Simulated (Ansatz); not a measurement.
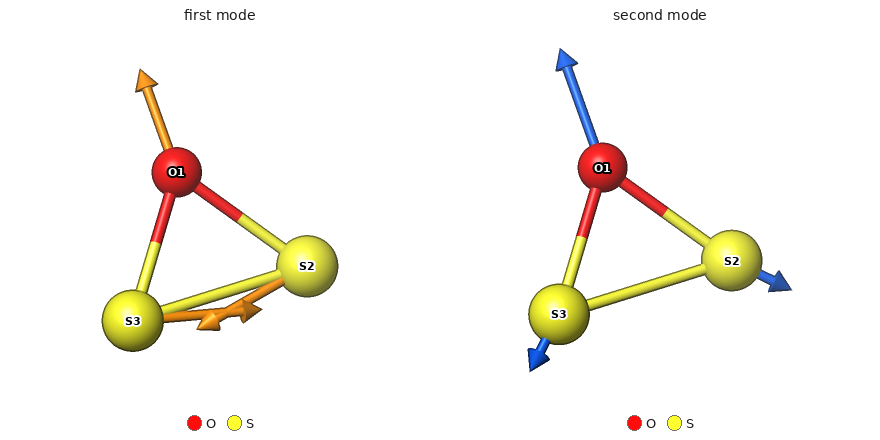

The system is OS2, SMILES o1ss1; the picture shows the reference structure; its two panels give the patterns of the first and the second mode as arrows. First axis: normal mode 1 (583 cm⁻¹). Second axis: normal mode 3 (863 cm⁻¹). Nothing is relaxed (straight displacements along the two mass-weighted modes). The grid has 15 × 15 points. All energies are given in kJ/mol relative to the lowest grid point. All numbers below come from RKS PBE0-D4/def2-TZVP (Ansatz 0.2.0).

Its coordinates:

| atom | x (Å) | y (Å) | z (Å) |
| --- | --- | --- | --- |
| O | 0.7218 | -0.4280 | 0.3517 |
| S | 0.0157 | 1.0996 | 0.1288 |
| S | -0.7376 | -0.6716 | -0.4805 |

Range: normal mode 1 (583 cm⁻¹) from −0.98 to 0.98 amu½·Å; normal mode 3 (863 cm⁻¹) from −0.662 to 0.662 amu½·Å.

> What landscape does the calculation give?

The lowest grid point is at normal mode 1 (583 cm⁻¹) = 0.00 amu½·Å, normal mode 3 (863 cm⁻¹) = 0.000 amu½·Å. It is the only kind of minimum in the scanned range. The highest grid point, normal mode 1 (583 cm⁻¹) = 0.98 amu½·Å, normal mode 3 (863 cm⁻¹) = −0.662 amu½·Å, lies 174 kJ/mol above the lowest.

```
normal mode 3 (863 cm⁻¹) ↓, normal mode 1 (583 cm⁻¹) →  −0.98  −0.84  −0.70  −0.56  −0.42  −0.28  −0.14  0.00  0.14  0.28  0.42  0.56  0.70  0.84  0.98
                                                 0.662     82     74     66     60     54     50     47    46    47    49    54    62    73    87   105
                                                 0.567     72     63     55     49     43     39     36    35    36    39    44    52    63    78    97
                                                 0.473     63     54     46     39     33     29     26    25    26    29    35    43    55    71    90
                                                 0.378     55     46     38     31     25     21     18    17    18    21    27    36    48    64    85
                                                 0.284     49     40     31     24     18     14     11    10    11    14    20    30    43    60    81
                                                 0.189     45     35     27     19     13      9      6     4     6     9    16    26    39    57    79
                                                 0.095     42     33     24     17     10      5      2     1     2     6    13    23    37    56    79
                                                 0.000     42     32     24     16      9      4      1     0     1     5    12    23    37    57    81
                                                −0.095     45     35     25     17     11      6      2     1     2     7    14    25    40    60    85
                                                −0.189     50     39     30     22     15     10      6     5     6    11    18    29    45    65    92
                                                −0.284     57     47     37     29     22     17     13    12    13    17    25    37    53    74   101
                                                −0.378     68     58     48     39     32     27     23    22    23    27    35    47    64    86   114
                                                −0.473     83     72     62     53     46     40     37    35    37    41    49    61    78   101   130
                                                −0.567    101     90     80     71     64     58     54    53    54    58    67    79    97   120   150
                                                −0.662    123    112    102     93     86     80     76    74    76    80    89   101   119   143   174
```

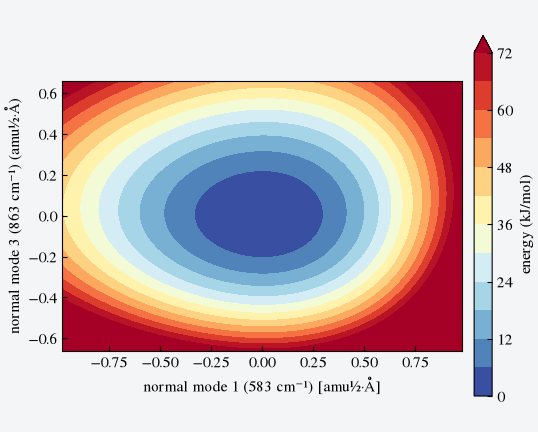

Drawn: filled contours, one colour for all values above the top of the scale. Between grid points the surface is interpolated.

Time for the 225 points that were run: 6.5 min on 1 thread of Arm Neoverse V2, with other jobs on the host.
